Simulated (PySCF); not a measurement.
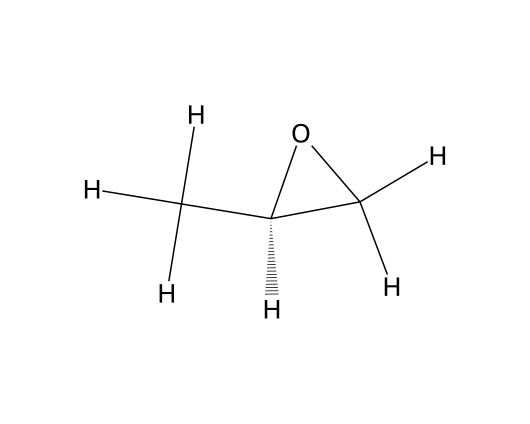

Computed geometry: PBE0-D3(BJ)/def2-SVP optimisation. No frequency run is at hand to confirm it as a minimum. Program: PySCF 2.14.0.

Compare dipole (D) at these levels: B3LYP/def2-SVPD; BHandHLYP/def2-SVPD; CAM-B3LYP/def2-SVPD; HF/def2-SVPD; LC-wPBE/def2-SVPD; LDA/def2-SVPD; PBE/def2-SVPD; PBE0/6-31G*; PBE0/def2-SVP; PBE0/def2-SVPD; PBE0/def2-TZVP; ωB97X-D/def2-SVPD.

| level | dipole (D) |
| --- | --- |
| B3LYP/def2-SVPD | 1.96 |
| BHandHLYP/def2-SVPD | 2.09 |
| CAM-B3LYP/def2-SVPD | 2.04 |
| HF/def2-SVPD | 2.23 |
| LC-wPBE/def2-SVPD | 2.04 |
| LDA/def2-SVPD | 1.89 |
| PBE/def2-SVPD | 1.82 |
| PBE0/6-31G* | 1.90 |
| PBE0/def2-SVP | 1.91 |
| PBE0/def2-SVPD | 1.94 |
| PBE0/def2-TZVP | 1.85 |
| ωB97X-D/def2-SVPD | 1.99 |
